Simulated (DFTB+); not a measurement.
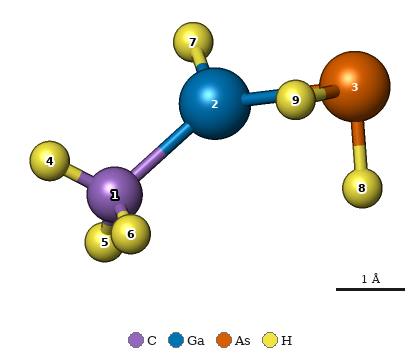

Fig. 1: The input geometry (ball-and-stick view, seen at a tilt; atoms are numbered from 1 in the order of the input). Sticks mark near contacts. Bond lengths as drawn: As–Ga 2.45 Å, As–H 1.51 Å, C–Ga 2.05 Å, C–H 1.09 to 1.10 Å and Ga–H 1.63 Å.

# Energy and gradient calculation of CH6AsGa

System: CH6AsGa.
Method: GFN2-xTB, R-SCC, dispersion built in, COSMO solvent n-hexane (DFTB+ 25.1).

The geometry comes from this level: GFN2-xTB.

**Input file (dftb_in.hsd)**
```
Geometry = GenFormat {
  9 C
  C Ga As H
     1  1     -0.842870      0.954240     -0.731320
     2  2      0.873170     -0.096410     -0.348920
     3  3      1.181670     -1.651300      1.518800
     4  4     -0.661300      2.033990     -0.741670
     5  4     -1.264190      0.692090     -1.707430
     6  4     -1.607450      0.750360      0.027830
     7  4      2.047670      0.196410     -1.437420
     8  4     -0.141040     -2.244570      1.085960
     9  4      0.414340     -0.634820      2.334180
}

Hamiltonian = xTB {
  Method = "GFN2-xTB"
  Charge = 0
  Solvation = Cosmo {
    Solvent = fromName {
      "n-hexane"
    }
    RadiiScaling {
      C = 1.1
      Ga = 1.1
      As = 1.1
      H = 1.1
    }
    AngularGrid = 194
    FreeEnergyShift [kcal/mol] = 0.0
    Solver = DomainDecomposition {
      MaxMoment = 10
      Accuracy = 1e-08
    }
  }
}

Analysis {
  PrintForces = Yes
}

Options {
  WriteResultsTag = Yes
}

InputVersion = 25.1
```

Launched with:
```bash
dftb+ > output.log
```

**What the program printed**
```
|  DFTB+ development version (commit: a23bfb2)

Reading input file 'dftb_in.hsd'
Parser version: 14

--------------------------------------------------------------------------------

Processed input in HSD format written to 'dftb_pin.hsd'

Starting initialization...
--------------------------------------------------------------------------------
OpenMP threads:              1
Chosen random seed:          288587591
Current stacksize:           unlimited
Mode:                        Static calculation
Self consistent charges:     Yes
SCC-tolerance:                 0.100000E-04
Max. scc iterations:                    100
Shell resolved Hubbard:      Yes
Spin polarisation:           No
Nr. of up electrons:             9.000000
Nr. of down electrons:           9.000000
Periodic boundaries:         No
Electronic solver:           Relatively robust
Mixer:                       Broyden mixer
Mixing parameter:                  0.200000
Nr. of chrg. vec. in memory:            100
Max. SCC-cycles:                        100
tblite library version:      0.3.0
-> parametrization:          GFN2-xTB
-> repulsion:                Yes
-> dispersion:               Yes
-> halogen bonding:          No
-> electrostatics:           Yes
   -> isotropic:             Yes
   -> anisotropic:           Yes
   -> third-order:           Yes
Electronic temperature:              0.950045E-03 H      0.258520E-01 eV
Initial charges:             Set automatically (system chrg:   0.000E+00)
Included shells:             C:  s, p
                            Ga:  s, p, d
                            As:  s, p, d
                             H:  s
Solvation:                   conductor like screening model
Dielectric constant:           1.880000E+00
Free energy shift:             0.000000E+00 H      0.000000E+00 eV
Grid points:                   1.746000E+03 total           194 per atom
Solver:                      domain decomposition
SASA model:                  No
Solvated fields rescaled:    Yes
Extra options:
                             Mulliken analysis
                             Force calculation
Force type                   original

--------------------------------------------------------------------------------

***  Geometry step: 0

 iSCC Total electronic   Diff electronic      SCC error
    1   -0.87194433E+01    0.00000000E+00    0.21654132E+01
    2   -0.87805091E+01   -0.87194433E+01    0.21036533E+01
    3   -0.87930918E+01   -0.61065831E-01    0.15414045E+01
    4   -0.87917373E+01   -0.12582651E-01    0.23095623E+00
    5   -0.87922762E+01    0.13544659E-02    0.18207317E+00
    6   -0.87934118E+01   -0.53889100E-03    0.69837377E-01
    7   -0.87934715E+01   -0.11356532E-02    0.43244571E-01
    8   -0.87938645E+01   -0.59627671E-04    0.98308862E-02
    9   -0.87939544E+01   -0.39298212E-03    0.13371757E-01
   10   -0.87939650E+01   -0.89906948E-04    0.10851476E-01
   11   -0.87939789E+01   -0.10644724E-04    0.20234999E-02
   12   -0.87939770E+01   -0.13886137E-04    0.10808093E-02
   13   -0.87939760E+01    0.18421498E-05    0.11033940E-03
   14   -0.87939756E+01    0.99848855E-06    0.14546083E-04
   15   -0.87939756E+01    0.48312002E-06    0.50386334E-05

Total Energy:                       -8.7319044683 H         -237.6072 eV
Extrapolated to 0K:                 -8.7319044683 H         -237.6072 eV
Total Mermin free energy:           -8.7319044683 H         -237.6072 eV
Force related energy:               -8.7319044683 H         -237.6072 eV

Cavity information written to dftbp.cosmo

--------------------------------------------------------------------------------
--------------------------------------------------------------------------------
SCC                                    +       0.26 ( 96.1%)       0.26 ( 96.3%)
--------------------------------------------------------------------------------
Missing                                +       0.01 (  3.9%)       0.01 (  3.7%)
Total                                  =       0.27 (100.0%)       0.27 (100.0%)
--------------------------------------------------------------------------------
```

**File detailed.out**
```
Fermi distribution function

Calculation with static geometry

********************************************************************************
 iSCC Total electronic   Diff electronic      SCC error
   15   -0.87939756E+01    0.48312002E-06    0.50386334E-05
********************************************************************************

 Total charge:    -0.00000000

 Atomic gross charges (e)
 Atom           Charge
    1      -0.17596719
    2       0.05963913
    3       0.12548102
    4       0.05505120
    5       0.05483135
    6       0.05537126
    7      -0.18217044
    8       0.00272792
    9       0.00503576

Nr. of electrons (up):     18.00000000
Atom populations (up)
 Atom       Population
    1       4.17596719
    2       2.94036087
    3       4.87451898
    4       0.94494880
    5       0.94516865
    6       0.94462874
    7       1.18217044
    8       0.99727208
    9       0.99496424

l-shell populations (up)
 Atom Sh.   l       Population
    1   1   0       1.05971528
    1   2   1       3.11625191
    2   1   0       1.54237111
    2   2   1       0.89288352
    2   3   2       0.50510624
    3   1   0       1.83972271
    3   2   1       2.99283685
    3   3   2       0.04195942
    4   1   0       0.94494880
    5   1   0       0.94516865
    6   1   0       0.94462874
    7   1   0       1.18217044
    8   1   0       0.99727208
    9   1   0       0.99496424

Orbital populations (up)
 Atom Sh.   l   m       Population  Label
    1   1   0   0       1.05971528  s
    1   2   1  -1       1.03266175  p_y
    1   2   1   0       0.99578318  p_z
    1   2   1   1       1.08780697  p_x
    2   1   0   0       1.54237111  s
    2   2   1  -1       0.20199087  p_y
    2   2   1   0       0.28933087  p_z
    2   2   1   1       0.40156177  p_x
    2   3   2  -2       0.08074941  d_xy
    2   3   2  -1       0.17504980  d_yz
    2   3   2   0       0.05301014  d_z2
    2   3   2   1       0.09857374  d_xz
    2   3   2   2       0.09772315  d_x2-y2
    3   1   0   0       1.83972271  s
    3   2   1  -1       0.97346235  p_y
    3   2   1   0       0.98979921  p_z
    3   2   1   1       1.02957529  p_x
    3   3   2  -2       0.00586728  d_xy
    3   3   2  -1       0.00789507  d_yz
    3   3   2   0       0.00633797  d_z2
    3   3   2   1       0.00074031  d_xz
    3   3   2   2       0.02111878  d_x2-y2
    4   1   0   0       0.94494880  s
    5   1   0   0       0.94516865  s
    6   1   0   0       0.94462874  s
    7   1   0   0       1.18217044  s
    8   1   0   0       0.99727208  s
    9   1   0   0       0.99496424  s

Fermi level:                        -0.2952422772 H           -8.0340 eV
Band energy:                        -8.6027170486 H         -234.0918 eV
TS:                                  0.0000000000 H            0.0000 eV
Band free energy (E-TS):            -8.6027170486 H         -234.0918 eV
Extrapolated E(0K):                 -8.6027170486 H         -234.0918 eV
Input / Output electrons (q):     18.0000000000     18.0000000000

Energy H0:                          -8.8042766808 H         -239.5766 eV
Energy SCC:                          0.0124889964 H            0.3398 eV
Solvation energy:                   -0.0021878928 H           -0.0595 eV
Total Electronic energy:            -8.7939755772 H         -239.2963 eV
Repulsive energy:                    0.0669005369 H            1.8205 eV
Total energy:                       -8.7319044683 H         -237.6072 eV
Extrapolated to 0:                  -8.7319044683 H         -237.6072 eV
Total Mermin free energy:           -8.7319044683 H         -237.6072 eV
Force related energy:               -8.7319044683 H         -237.6072 eV

Non-constrained calculation

SCC converged

Total Forces
    1      0.000244768334      0.000121583030     -0.000275373540
    2     -0.002358409122     -0.001340293193      0.003154589113
    3      0.000037174519      0.000487091138     -0.000695162935
    4      0.000006313271      0.000079172877      0.000013072574
    5     -0.000059649969     -0.000000245522     -0.000133243384
    6      0.000362844217     -0.000112585379     -0.000072623082
    7      0.001611815331      0.000629797741     -0.001768131274
    8      0.000093862712      0.000104716670     -0.000064629066
    9      0.000061280706      0.000030762637     -0.000158498406

Maximal derivative component:        0.315459E-02 au

Dipole moment:   -0.71375043   -0.02341193    0.43644042 au
Dipole moment:   -1.81417279   -0.05950720    1.10932098 Debye
```

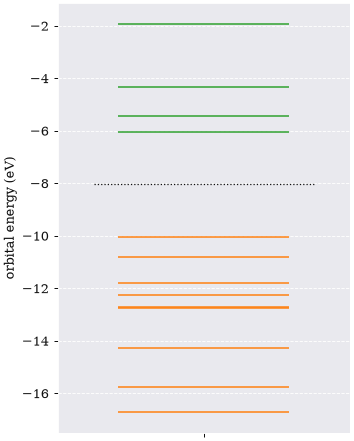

Fig. 2: Orbital energies near the frontier; the dotted line parts filled from empty levels, and levels within 0.02 eV of each other stand side by side. Highest filled −10.04 eV, lowest empty −6.03 eV, 4.01 eV apart.

**Results in brief**

| quantity | value |
| --- | --- |
| outcome | converged |
| Mermin free energy | −8.731904 hartree |
| solvation energy | −0.002188 hartree |
| basis functions | 28 |
| largest force | 0.214 eV/Å |
| HOMO | −10.04 eV |
| LUMO | −6.03 eV |
| dipole moment | 2.13 D |
| hardware | 1 thread of Intel Xeon (Granite Rapids), 32 GiB of memory available, shared host |
| peak memory | 0.073 GiB |

**Notes**

Settings chosen away from the usual ones: angular_grid.
